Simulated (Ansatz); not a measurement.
```yaml
atoms:
  - { symbol: Si, position_ang: [-0.6637, -0.1762, -0.2917] }
  - { symbol: Cl, position_ang: [-0.5462, 1.0286, 2.9386] }
  - { symbol: F, position_ang: [0.4667, -0.8382, 0.6424] }
  - { symbol: F, position_ang: [-0.1992, 1.3286, -0.5535] }
  - { symbol: F, position_ang: [-0.6131, -0.9480, -1.6949] }
  - { symbol: S, position_ang: [-2.5867, -0.3568, 0.5166] }
  - { symbol: H, position_ang: [-3.0044, -1.0062, -0.5952] }
  - { symbol: H, position_ang: [0.3095, 0.0955, 2.6934] }
```

Level of theory: Ansatz, RKS PBE0-D4/def2-SVP.

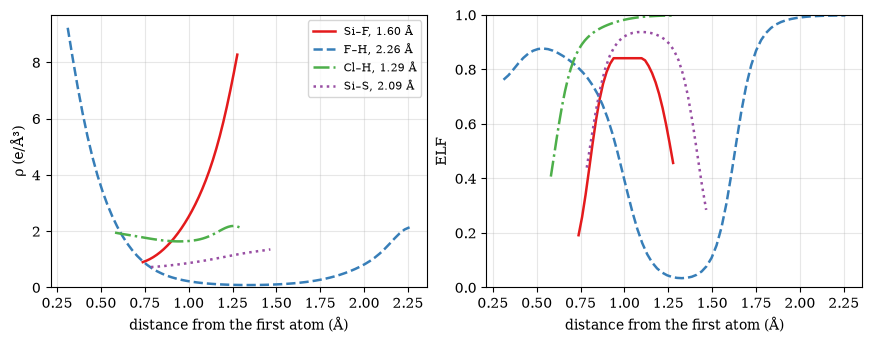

F₃HSSi···HCl. Total electron density and electron localisation function along straight lines between neighbouring atoms. The curves leave out the atomic cores.

### What can be read from the curves?

Si–F (1.60 Å): ρ at the midpoint is about 1.1 e/Å³; the ELF peaks at about 0.85 in the valence shell of F, 0.7 Å from its nucleus, and is about 0.45 at the midpoint.
F3···H8 (2.26 Å): the density falls to about 0.09 e/Å³ on the way; the ELF dips to about 0.05 between them.
Cl–H (1.29 Å): ρ is about 1.9 e/Å³ halfway; the ELF climbs to about 1 towards the hydrogen, as it does in any bond to H.
Si–S (2.09 Å): ρ at the midpoint is about 0.91 e/Å³; the ELF peaks at about 0.95 between the atoms; a shared electron pair.
